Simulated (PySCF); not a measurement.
Input file:

```
{"job": {"kind": "sp", "xc": "wB97X", "basis": "ma-def2-TZVP", "d3": "d3bj", "grid": 2}, "charge": 0, "multiplicity": 1}
C      1.212846     0.897242     0.450195
C      0.258395     0.202616     0.169606
C     -0.877717    -0.646856    -0.121785
O     -1.425409    -0.698158    -1.194193
H      2.059106     1.518299     0.686337
H     -1.221341    -1.269171     0.738431
```

Launched as:

```sh
OMP_NUM_THREADS=1 python redox_run.py task.json out
```

Geometry: PBE0-D3(BJ)/ma-def2-SVP.

Computed with PySCF, DFT single point, gas phase, functional wB97X.

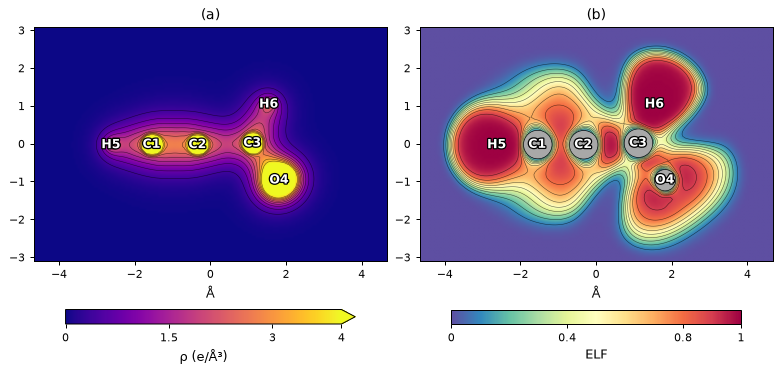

C$_{3}$H$_{2}$O (propiolaldehyde). (a) electron density; (b) electron localisation function on the molecular plane. Grey discs cover the atomic cores in the ELF map.

> Read the bonding off the picture.

- The section cuts through C, O and H sites.
- C–O (1.21 Å): ρ at the midpoint is about 3.4 e/Å³; the ELF peaks at about 0.85 between the atoms: a multiple bond.
- C–C (1.21 Å): ρ is about 2.7 e/Å³ halfway; the ELF peaks at about 0.85 between the atoms; a short, multiple covalent bond.
- C–H (1.08 Å): ρ is about 2.1 e/Å³ halfway; the ELF climbs to about 1 towards the hydrogen, as it does in any bond to H: an ordinary covalent bond to hydrogen.
- The ELF also peaks beside O4, away from the bonds: lone-pair regions.
